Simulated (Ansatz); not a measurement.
Al₂BH₃

The calculation's input:

```
crystal:
  periodic: [false, false, false]
  atoms:
    - { symbol: B, position_ang: [-0.62413, -1.13049, -0.37228] }
    - { symbol: Al, position_ang: [1.02174, -0.09271, -0.92188] }
    - { symbol: Al, position_ang: [-0.52079, 0.03555, 1.27627] }
    - { symbol: H, position_ang: [-1.42992, -0.44665, -0.97802] }
    - { symbol: H, position_ang: [2.3017, 0.69045, -1.67446] }
    - { symbol: H, position_ang: [-0.74861, 0.94385, 2.67038] }
magnetization:
  spin_polarized: true
basis:
  gaussian: { orbitals: def2-SVP }
hamiltonian:
  xc: pbe
  dispersion: d4
relax:
  f_tol: 0.02
  max_steps: 40
output:
  orbitals: {}
```

Command:

```sh
ansatz run input.yaml --threads 1 --pin off --max-ram 2048MiB --backend cpu --events-out ev --progress --plain --runs-dir out
```

The fields are those of the run's last geometry, not of the input's.

All numbers below come from UKS PBE-D4/def2-SVP (Ansatz 0.2.0).

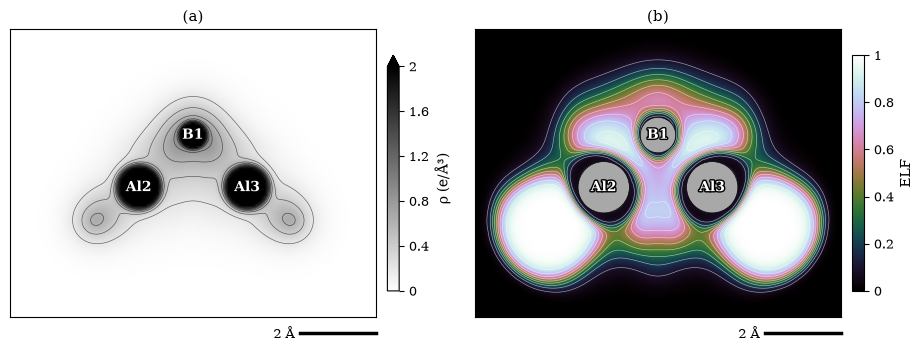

Figure 1. (a) total electron density; (b) electron localisation function on the plane of atoms Al2, B1 and Al3. Grey discs cover the atomic cores in the ELF map.

Q: Read the bonding off the picture.

A: The section cuts through B and Al sites. Al–B (1.98 Å): ρ at the midpoint is about 0.55 e/Å³; the ELF peaks at about 0.85 between the atoms: a covalent bond.

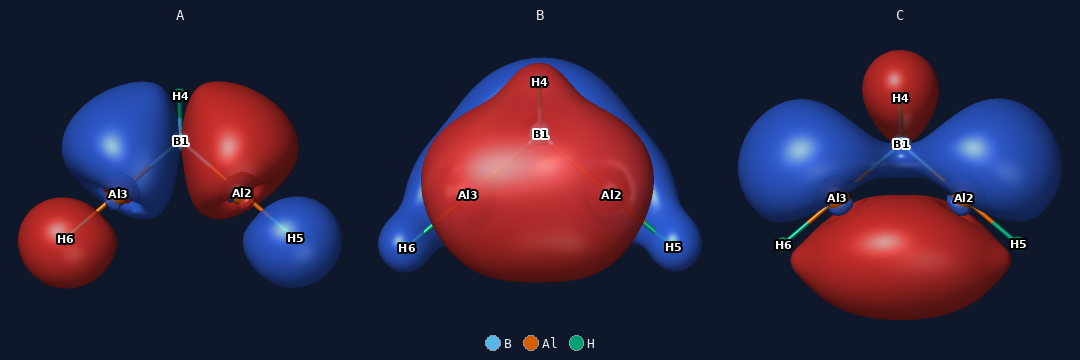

Figure 2. Three frontier orbitals at ±0.06 Å⁻³ᐟ² (blue and red are the two phases), in no order.

Q: Which picture is the HOMO−1, the HOMO and the LUMO?

A: A is the HOMO−1 (−5.79 eV). By Hirshfeld shares it lies mainly on B1 (about 35 %), Al2 (about 25 %), Al3 (about 25 %), H5 (about 5 %) and H6 (about 5 %). B is the HOMO (−4.84 eV). It lies mainly on B1 (about 40 %), Al2 (about 30 %) and Al3 (about 30 %). C is the LUMO (−3.03 eV). Its weight (Hirshfeld) is mainly on Al2 (about 40 %), Al3 (about 40 %) and B1 (about 10 %).

Q: What is the HOMO–LUMO gap?

A: 1.81 eV between the orbital energies.

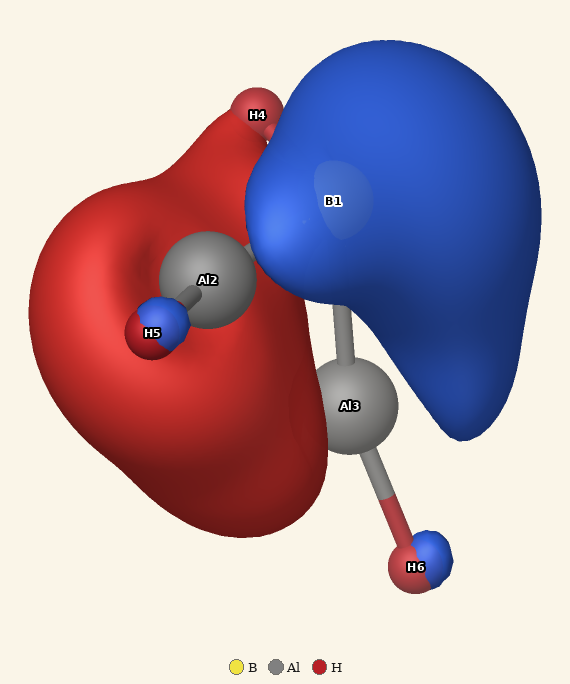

Figure 3. The HOMO at ±0.1 Å⁻³ᐟ² (blue and red are the two phases), seen at an oblique angle.

Q: Describe this orbital and give its energy.

A: By Hirshfeld shares it lies mainly on B1 (about 40 %), Al2 (about 30 %) and Al3 (about 30 %). Its energy is −4.84 eV.
